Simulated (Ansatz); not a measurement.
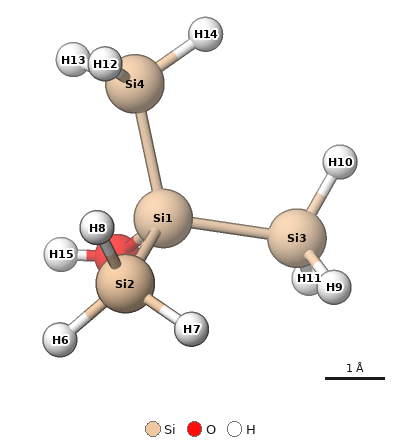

**Figure 1.** The starting structure (ball-and-stick view, seen at a tilt; atoms are numbered from 1 in the order of the input).

## Si₄H₁₀O: geometry relaxation (part 1 of 3)

- system: Si₄H₁₀O
- method: RKS PBE0-D4/def2-TZVP (Ansatz 0.2.0)

Figures and captions count atoms from 1; the log counts them from 0 in places.

**Input file**
```yaml
crystal:
  periodic: [false, false, false]
  atoms:
    - {symbol: Si, position_ang: [-0.734929, -0.661185, -0.312001]}
    - {symbol: Si, position_ang: [1.223554, -1.842218, 0.230099]}
    - {symbol: Si, position_ang: [-0.362162, 0.793929, -2.107211]}
    - {symbol: Si, position_ang: [-1.475569, 0.517913, 1.581538]}
    - {symbol: O, position_ang: [-1.922342, -1.704974, -0.861149]}
    - {symbol: H, position_ang: [0.995081, -3.315067, 0.154096]}
    - {symbol: H, position_ang: [2.342125, -1.514034, -0.699298]}
    - {symbol: H, position_ang: [1.689963, -1.539800, 1.613832]}
    - {symbol: H, position_ang: [1.054078, 0.724276, -2.566834]}
    - {symbol: H, position_ang: [-0.635194, 2.206283, -1.716814]}
    - {symbol: H, position_ang: [-1.236933, 0.460721, -3.264800]}
    - {symbol: H, position_ang: [-0.521163, 0.396693, 2.720765]}
    - {symbol: H, position_ang: [-2.792343, -0.003501, 2.052014]}
    - {symbol: H, position_ang: [-1.645781, 1.971104, 1.295193]}
    - {symbol: H, position_ang: [-2.216122, -2.389686, -0.258287]}
basis:
  gaussian: {orbitals: def2-TZVP}
hamiltonian: {xc: pbe0, dispersion: d4}
relax: {f_tol: 0.005, max_steps: 200}
```

Command:
```bash
ansatz run in.yaml --threads 4 --pin off --events-out ev --progress --plain --max-ram 41984MiB --backend cuda --devices 0, --max-vram 37GiB
```

**Log**
```
Functional definition: PBE0
  name "PBE0"
  cite "Adamo & Barone, J. Chem. Phys. 110, 6158 (1999) doi:10.1063/1.478522"
  cite "Perdew, Burke & Ernzerhof, Phys. Rev. Lett. 77, 3865 (1996) doi:10.1103/PhysRevLett.77.3865"
  parent pbe
  parameter a = 0.25
  parameter kappa = 0.804
  parameter beta = 0.06672455060314922
  exchange = (1 - a)*pbe_x(kappa = kappa, mu = beta*pi^2/3) + a*exact_x
  correlation = pbe_c(beta = beta)
1663 factors; their error is unknown
mean field evaluation 1: about -33702.7740 eV, gradient 5.2e1 eV
mean field evaluation 2: about -33692.4764 eV, gradient 9.0e1 eV
mean field evaluation 4: about -33707.2607 eV, gradient 2.6e0 eV
mean field evaluation 8: about -33707.2793 eV, gradient 1.2e-1 eV
mean field evaluation 16: about -33707.4167 eV, gradient 3.7e-4 eV
mean field -33707.41673816 eV, -1238.7247174196 hartree, gradient 4.4e-5 eV, S^2 0.000000; 0 other end points of the search recorded, 0 dependent functions left out
the calculation of the forces begins
reference -33707.41678214 eV, -1238.7247190360 hartree; 37, 37 occupied and 202, 202 virtual orbitals, 1663 factors
relax step   1: F+E_penalty+E_count = -33707.77928295 eV  Δ(F+E_penalty+E_count) = +0.000e0 eV  max|allowed force component| = 2.896e-1 eV/Å  Δτ_max = 0.0000 Å  (29 SCF iters, accepted)
these checks for a lower state are left out or cut short: starts, cluster_reference, orbital_swaps, neighbouring_geometries, increment
1663 factors; their error is unknown
mean field -33707.42425132 eV, -1238.7249935232 hartree, gradient 8.7e-6 eV, S^2 0.000000; 0 other end points of the search recorded, 0 dependent functions left out
[... from here on the field's lines of each further geometry are left out, up to the last ...]
relax step   2: F+E_penalty+E_count = -33707.78745986 eV  Δ(F+E_penalty+E_count) = -8.177e-3 eV  max|allowed force component| = 9.616e-2 eV/Å  Δτ_max = 0.0551 Å  (31 SCF iters, accepted)
relax step   3: F+E_penalty+E_count = -33707.79115374 eV  Δ(F+E_penalty+E_count) = -3.694e-3 eV  max|allowed force component| = 4.742e-2 eV/Å  Δτ_max = 0.0252 Å  (31 SCF iters, accepted)
relax step   4: F+E_penalty+E_count = -33707.80363510 eV  Δ(F+E_penalty+E_count) = -1.248e-2 eV  max|allowed force component| = 6.756e-2 eV/Å  Δτ_max = 0.1913 Å  (28 SCF iters, accepted)
relax step   5: F+E_penalty+E_count = -33707.80474885 eV  Δ(F+E_penalty+E_count) = -1.114e-3 eV  max|allowed force component| = 1.821e-2 eV/Å  Δτ_max = 0.0098 Å  (32 SCF iters, accepted)
relax step   6: F+E_penalty+E_count = -33707.82489364 eV  Δ(F+E_penalty+E_count) = -2.014e-2 eV  max|allowed force component| = 2.717e-2 eV/Å  Δτ_max = 0.2000 Å  (29 SCF iters, accepted)
relax step   7: F+E_penalty+E_count = -33707.82841786 eV  Δ(F+E_penalty+E_count) = -3.524e-3 eV  max|allowed force component| = 1.130e-1 eV/Å  Δτ_max = 0.0369 Å  (30 SCF iters, accepted)
relax step   8: F+E_penalty+E_count = -33707.83691102 eV  Δ(F+E_penalty+E_count) = -8.493e-3 eV  max|allowed force component| = 3.565e-1 eV/Å  Δτ_max = 0.1651 Å  (28 SCF iters, accepted)
relax step   9: F+E_penalty+E_count = -33707.84648977 eV  Δ(F+E_penalty+E_count) = -9.579e-3 eV  max|allowed force component| = 2.912e-1 eV/Å  Δτ_max = 0.0451 Å  (30 SCF iters, accepted)
relax step  10: F+E_penalty+E_count = -33707.87255986 eV  Δ(F+E_penalty+E_count) = -2.607e-2 eV  max|allowed force component| = 6.076e-2 eV/Å  Δτ_max = 0.2000 Å  (29 SCF iters, accepted)
relax step  11: F+E_penalty+E_count = -33707.87437212 eV  Δ(F+E_penalty+E_count) = -1.812e-3 eV  max|allowed force component| = 2.133e-1 eV/Å  Δτ_max = 0.1984 Å  (28 SCF iters, accepted)
relax step  12: F+E_penalty+E_count = -33707.88521171 eV  Δ(F+E_penalty+E_count) = -1.084e-2 eV  max|allowed force component| = 1.178e-1 eV/Å  Δτ_max = 0.0504 Å  (31 SCF iters, accepted)
relax step  13: F+E_penalty+E_count = -33707.89253842 eV  Δ(F+E_penalty+E_count) = -7.327e-3 eV  max|allowed force component| = 1.690e-2 eV/Å  Δτ_max = 0.0831 Å  (30 SCF iters, accepted)
relax step  14: F+E_penalty+E_count = -33707.89432932 eV  Δ(F+E_penalty+E_count) = -1.791e-3 eV  max|allowed force component| = 5.419e-2 eV/Å  Δτ_max = 0.0953 Å  (30 SCF iters, accepted)
relax step  15: F+E_penalty+E_count = -33707.89522897 eV  Δ(F+E_penalty+E_count) = -8.996e-4 eV  max|allowed force component| = 4.553e-2 eV/Å  Δτ_max = 0.0263 Å  (31 SCF iters, accepted)
relax step  16: F+E_penalty+E_count = -33707.89569967 eV  Δ(F+E_penalty+E_count) = -4.707e-4 eV  max|allowed force component| = 2.616e-2 eV/Å  Δτ_max = 0.0208 Å  (31 SCF iters, accepted)
relax step  17: F+E_penalty+E_count = -33707.89613739 eV  Δ(F+E_penalty+E_count) = -4.377e-4 eV  max|allowed force component| = 1.264e-2 eV/Å  Δτ_max = 0.0306 Å  (30 SCF iters, accepted)
relax step  18: F+E_penalty+E_count = -33707.89671939 eV  Δ(F+E_penalty+E_count) = -5.820e-4 eV  max|allowed force component| = 6.264e-2 eV/Å  Δτ_max = 0.0913 Å  (29 SCF iters, accepted)
relax step  19: F+E_penalty+E_count = -33707.89744789 eV  Δ(F+E_penalty+E_count) = -7.285e-4 eV  max|allowed force component| = 5.372e-2 eV/Å  Δτ_max = 0.0206 Å  (31 SCF iters, accepted)
relax step  20: F+E_penalty+E_count = -33707.90055159 eV  Δ(F+E_penalty+E_count) = -3.104e-3 eV  max|allowed force component| = 1.682e-1 eV/Å  Δτ_max = 0.1956 Å  (28 SCF iters, accepted)
relax step  21: F+E_penalty+E_count = -33707.90359218 eV  Δ(F+E_penalty+E_count) = -3.041e-3 eV  max|allowed force component| = 1.232e-1 eV/Å  Δτ_max = 0.0372 Å  (31 SCF iters, accepted)
relax step  22: F+E_penalty+E_count = -33707.91162550 eV  Δ(F+E_penalty+E_count) = -8.033e-3 eV  max|allowed force component| = 1.875e-2 eV/Å  Δτ_max = 0.1443 Å  (28 SCF iters, accepted)
relax step  23: F+E_penalty+E_count = -33707.91489214 eV  Δ(F+E_penalty+E_count) = -3.267e-3 eV  max|allowed force component| = 1.380e-1 eV/Å  Δτ_max = 0.1232 Å  (29 SCF iters, accepted)
relax step  24: F+E_penalty+E_count = -33707.91917504 eV  Δ(F+E_penalty+E_count) = -4.283e-3 eV  max|allowed force component| = 1.687e-1 eV/Å  Δτ_max = 0.1270 Å  (29 SCF iters, accepted)
relax step  25: F+E_penalty+E_count = -33707.92359259 eV  Δ(F+E_penalty+E_count) = -4.418e-3 eV  max|allowed force component| = 1.239e-1 eV/Å  Δτ_max = 0.0833 Å  (30 SCF iters, accepted)
relax step  26: F+E_penalty+E_count = -33707.92720267 eV  Δ(F+E_penalty+E_count) = -3.610e-3 eV  max|allowed force component| = 1.440e-1 eV/Å  Δτ_max = 0.1644 Å  (28 SCF iters, accepted)
relax step  27: F+E_penalty+E_count = -33707.93094700 eV  Δ(F+E_penalty+E_count) = -3.744e-3 eV  max|allowed force component| = 8.903e-2 eV/Å  Δτ_max = 0.0570 Å  (30 SCF iters, accepted)
relax step  28: F+E_penalty+E_count = -33707.93227568 eV  Δ(F+E_penalty+E_count) = -1.329e-3 eV  max|allowed force component| = 5.771e-2 eV/Å  Δτ_max = 0.0482 Å  (30 SCF iters, accepted)
relax step  29: F+E_penalty+E_count = -33707.93348059 eV  Δ(F+E_penalty+E_count) = -1.205e-3 eV  max|allowed force component| = 2.431e-2 eV/Å  Δτ_max = 0.0516 Å  (30 SCF iters, accepted)
relax step  30: F+E_penalty+E_count = -33707.93407964 eV  Δ(F+E_penalty+E_count) = -5.990e-4 eV  max|allowed force component| = 2.710e-2 eV/Å  Δτ_max = 0.0754 Å  (29 SCF iters, accepted)
relax step  31: F+E_penalty+E_count = -33707.93428226 eV  Δ(F+E_penalty+E_count) = -2.026e-4 eV  max|allowed force component| = 2.283e-2 eV/Å  Δτ_max = 0.0240 Å  (31 SCF iters, accepted)
relax step  32: F+E_penalty+E_count = -33707.93441450 eV  Δ(F+E_penalty+E_count) = -1.322e-4 eV  max|allowed force component| = 1.824e-2 eV/Å  Δτ_max = 0.0223 Å  (31 SCF iters, accepted)
relax step  33: F+E_penalty+E_count = -33707.93445469 eV  Δ(F+E_penalty+E_count) = -4.019e-5 eV  max|allowed force component| = 1.202e-2 eV/Å  Δτ_max = 0.0159 Å  (31 SCF iters, accepted)
relax step  34: F+E_penalty+E_count = -33707.93448206 eV  Δ(F+E_penalty+E_count) = -2.737e-5 eV  max|allowed force component| = 4.811e-3 eV/Å  Δτ_max = 0.0110 Å  (31 SCF iters, accepted)
relax step  35: F+E_penalty+E_count = -33707.93450855 eV  Δ(F+E_penalty+E_count) = -2.649e-5 eV  max|allowed force component| = 8.896e-3 eV/Å  Δτ_max = 0.0106 Å  (23 SCF iters, accepted)
relax step  36: F+E_penalty+E_count = -33707.93453173 eV  Δ(F+E_penalty+E_count) = -2.318e-5 eV  max|allowed force component| = 1.477e-2 eV/Å  Δτ_max = 0.0115 Å  (31 SCF iters, accepted)
relax step  37: F+E_penalty+E_count = -33707.93454144 eV  Δ(F+E_penalty+E_count) = -9.704e-6 eV  max|allowed force component| = 1.134e-2 eV/Å  Δτ_max = 0.0084 Å  (24 SCF iters, accepted)
the calculation of the forces begins
reference -33707.56952205 eV, -1238.7303321241 hartree; 37, 37 occupied and 202, 202 virtual orbitals, 1663 factors
relax step  38: F+E_penalty+E_count = -33707.93454816 eV  Δ(F+E_penalty+E_count) = -6.722e-6 eV  max|allowed force component| = 4.003e-3 eV/Å  Δτ_max = 0.0058 Å  (23 SCF iters, accepted)
1663 factors; their error is unknown
mean field evaluation 288: about -33707.5695 eV, gradient 4.1e-2 eV
```

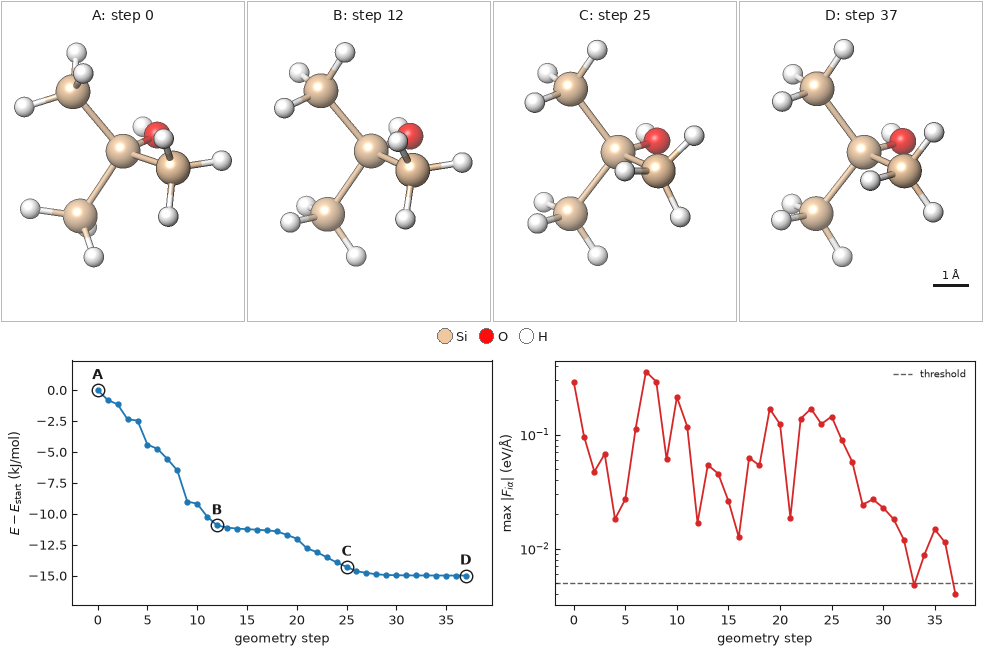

**Figure 2.** Frames of the relaxation (ball-and-stick view, seen at a tilt) above the curves, on which the letters mark them (the first geometry is step 0 here and step 1 in the log).

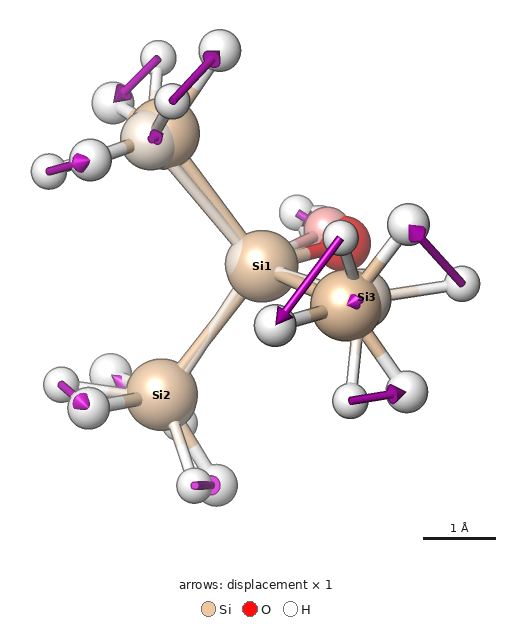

**Figure 3.** Start (faint) and end (solid) with the displacements as pink arrows, at true length (ball-and-stick view, seen at a tilt). The two geometries are laid on each other by the best rigid fit. The energy falls by 15.0 kJ/mol in 37 geometry steps. The largest force component goes from 0.29 to 0.004 eV/Å. The atom that moves furthest after the best rigid fit is H10 (1.53 Å). Largest moves by element: H 1.53 Å, O 0.29 Å, Si 0.27 Å. Distances before and after: Si1–O5 1.674 → 1.666 Å. Among the angles that change: Si1–Si3–H10 111.0° → 107.8°, Si1–Si2–H8 111.9° → 109.2°, Si3–Si1–O5 104.4° → 106.9°. (Atoms are counted from 1 in the order of the input.)

```
mean field -33707.56947568 eV, -1238.7303304201 hartree, gradient 2.3e-5 eV, S^2 0.000000; 1 other end points of the search recorded, 0 dependent functions left out
the calculation of the forces begins
reference -33707.56952205 eV, -1238.7303321241 hartree; 37, 37 occupied and 202, 202 virtual orbitals, 1663 factors
Total energy: -33707.93459453 eV, -1238.7437482902 hartree
Atom 0 at    -0.746506    -0.694985    -0.406672 Å, force     0.004003     0.000993     0.003194 eV/Å
Atom 1 at     1.180710    -1.814687     0.335605 Å, force     0.002406    -0.000046    -0.000608 eV/Å
Atom 2 at    -0.131679     0.927450    -1.975200 Å, force     0.002060     0.001648    -0.001192 eV/Å
Atom 3 at    -1.705044     0.364172     1.458340 Å, force    -0.003015    -0.000507     0.000401 eV/Å
Atom 4 at    -1.816633    -1.721993    -1.165528 Å, force    -0.003721    -0.002151    -0.002999 eV/Å
Atom 5 at     0.817737    -2.910009     1.279433 Å, force    -0.000281     0.000863    -0.000549 eV/Å
Atom 6 at     1.939883    -2.410121    -0.797779 Å, force     0.000122     0.000031     0.000484 eV/Å
Atom 7 at     2.062355    -0.851808     1.051273 Å, force    -0.000662    -0.000417    -0.000374 eV/Å
Atom 8 at     0.537654     0.312390    -3.152799 Å, force    -0.001466     0.000540     0.002373 eV/Å
Atom 9 at     0.823756     1.859094    -1.314264 Å, force    -0.001555    -0.001882    -0.000497 eV/Å
Atom 10 at    -1.313129     1.703508    -2.438550 Å, force     0.000836    -0.000699     0.000640 eV/Å
Atom 11 at    -0.679183     1.216322     2.119970 Å, force     0.001005     0.000192    -0.000292 eV/Å
Atom 12 at    -2.183053    -0.646544     2.444475 Å, force     0.000981     0.001117    -0.001635 eV/Å
Atom 13 at    -2.860855     1.217814     1.070140 Å, force    -0.000523     0.000591     0.000624 eV/Å
Atom 14 at    -2.163751    -2.450150    -0.647303 Å, force    -0.000191    -0.000273     0.000430 eV/Å
Dipole moment:    -0.070753    -0.166133     0.140238 e Å
```

**Trajectory as extended XYZ (Å, eV, eV/Å), 38 frames, from step=1 to step=38**
```
15
Properties=species:S:1:pos:R:3:forces:R:3 step=1 energy=-33707.77928
Si   -0.7349   -0.6612   -0.3120   -0.2824  -0.2765  -0.0808
Si    1.2236   -1.8422    0.2301    0.2896  -0.1089   0.0676
Si   -0.3622    0.7939   -2.1072    0.1045   0.2365  -0.2084
Si   -1.4756    0.5179    1.5815   -0.0598   0.1970   0.2397
O    -1.9223   -1.7050   -0.8611    0.0971   0.1057   0.0088
H     0.9951   -3.3151    0.1541   -0.0820   0.0423  -0.0183
H     2.3421   -1.5140   -0.6993   -0.0470   0.0111   0.0002
H     1.6900   -1.5398    1.6138   -0.0395   0.0349  -0.0287
H     1.0541    0.7243   -2.5668   -0.0198  -0.0219   0.0455
H    -0.6352    2.2063   -1.7168    0.0034  -0.0418   0.0346
H    -1.2369    0.4607   -3.2648   -0.0227  -0.0665   0.0714
H    -0.5212    0.3967    2.7208    0.0168  -0.0141  -0.0552
H    -2.7923   -0.0035    2.0520    0.0268  -0.0534  -0.0723
H    -1.6458    1.9711    1.2952    0.0090  -0.0382  -0.0274
H    -2.2161   -2.3897   -0.2583    0.0059  -0.0063   0.0233
15
Properties=species:S:1:pos:R:3:forces:R:3 step=2 energy=-33707.78746
Si   -0.7503   -0.6784   -0.3126   -0.0079   0.0114  -0.0376
Si    1.2373   -1.8343    0.2271   -0.0548  -0.0392   0.0016
Si   -0.3479    0.8028   -2.0951   -0.0371  -0.0377  -0.0082
Si   -1.4704    0.5331    1.5827   -0.0341  -0.0571  -0.0099
O    -1.9360   -1.7175   -0.8674    0.0962   0.0912   0.0336
H     0.9585   -3.2978    0.1441    0.0472   0.0120   0.0228
H     2.3427   -1.5029   -0.7147   -0.0220  -0.0202   0.0136
H     1.6881   -1.5120    1.6103    0.0075  -0.0154  -0.0277
H     1.0703    0.7185   -2.5420   -0.0273   0.0096  -0.0051
H    -0.6273    2.2077   -1.6873    0.0057  -0.0188  -0.0216
H    -1.2451    0.4268   -3.2221    0.0341   0.0443  -0.0089
H    -0.4989    0.4030    2.7050   -0.0267   0.0146  -0.0104
H    -2.7827   -0.0270    2.0192    0.0219   0.0337   0.0353
H    -1.6443    1.9811    1.2796   -0.0110  -0.0299   0.0084
H    -2.2319   -2.4026   -0.2656    0.0081   0.0014   0.0140
15
Properties=species:S:1:pos:R:3:forces:R:3 step=3 energy=-33707.79115
Si   -0.7426   -0.6691   -0.3134   -0.0449  -0.0440  -0.0121
Si    1.2346   -1.8436    0.2292    0.0023  -0.0065   0.0027
Si   -0.3513    0.8052   -2.1060   -0.0009   0.0022  -0.0062
Si   -1.4774    0.5275    1.5868   -0.0042  -0.0003   0.0055
O    -1.9272   -1.7102   -0.8620    0.0420   0.0474   0.0002
H     0.9709   -3.3093    0.1524   -0.0026   0.0110   0.0079
H     2.3398   -1.5147   -0.7124   -0.0051  -0.0116   0.0011
H     1.6911   -1.5232    1.6101    0.0045   0.0011  -0.0103
H     1.0656    0.7242   -2.5551   -0.0073   0.0012   0.0018
H    -0.6288    2.2107   -1.7020    0.0021  -0.0068  -0.0027
H    -1.2415    0.4423   -3.2417    0.0079   0.0047   0.0079
H    -0.5086    0.4028    2.7110   -0.0039   0.0086  -0.0058
H    -2.7885   -0.0227    2.0364    0.0135  -0.0033  -0.0001
H    -1.6535    1.9746    1.2849   -0.0097  -0.0078   0.0036
H    -2.2204   -2.3940   -0.2571    0.0065   0.0040   0.0063
15
Properties=species:S:1:pos:R:3:forces:R:3 step=4 energy=-33707.80363
Si   -0.7367   -0.6584   -0.3200    0.0439   0.0479   0.0051
Si    1.2222   -1.8595    0.2320    0.0045  -0.0227  -0.0171
Si   -0.3212    0.8327   -2.0949   -0.0080  -0.0085  -0.0047
Si   -1.4907    0.5116    1.5897   -0.0286   0.0052  -0.0004
O    -1.9196   -1.6808   -0.8989    0.0230   0.0475  -0.0365
H     0.8904   -3.3126    0.3069    0.0048   0.0239   0.0191
H     2.2884   -1.6774   -0.7925   -0.0249  -0.0129   0.0098
H     1.7698   -1.4350    1.5509   -0.0103   0.0060  -0.0213
H     1.0959    0.7472   -2.5412   -0.0004   0.0007   0.0053
H    -0.5947    2.2371   -1.6856    0.0031  -0.0021   0.0042
H    -1.2096    0.4797   -3.2361    0.0150   0.0079   0.0177
H    -0.4615    0.5193    2.6669   -0.0061   0.0020  -0.0246
H    -2.7148   -0.1621    2.1143    0.0310   0.0021   0.0062
H    -1.8376    1.9248    1.2703   -0.0064  -0.0294   0.0006
H    -2.2181   -2.3664   -0.3007   -0.0405  -0.0676   0.0368
15
Properties=species:S:1:pos:R:3:forces:R:3 step=5 energy=-33707.80475
Si   -0.7350   -0.6564   -0.3202    0.0148   0.0135   0.0066
Si    1.2206   -1.8610    0.2299   -0.0058  -0.0011  -0.0051
Si   -0.3187    0.8345   -2.0932    0.0027  -0.0009   0.0060
Si   -1.4932    0.5107    1.5878   -0.0036  -0.0030  -0.0064
O    -1.9182   -1.6799   -0.8973   -0.0013   0.0071  -0.0158
H     0.8889   -3.3121    0.3142   -0.0049   0.0009   0.0160
H     2.2830   -1.6838   -0.7972   -0.0034  -0.0121  -0.0062
H     1.7683   -1.4296    1.5451    0.0067   0.0103  -0.0038
H     1.0985    0.7485   -2.5386    0.0034   0.0013   0.0026
H    -0.5920    2.2384   -1.6827    0.0028   0.0020   0.0035
H    -1.2066    0.4818   -3.2330    0.0019   0.0043  -0.0023
H    -0.4598    0.5218    2.6593    0.0071   0.0102  -0.0040
H    -2.7106   -0.1665    2.1189    0.0088  -0.0110   0.0092
H    -1.8457    1.9205    1.2667   -0.0138  -0.0032  -0.0012
H    -2.2172   -2.3664   -0.2986   -0.0154  -0.0182   0.0010
```
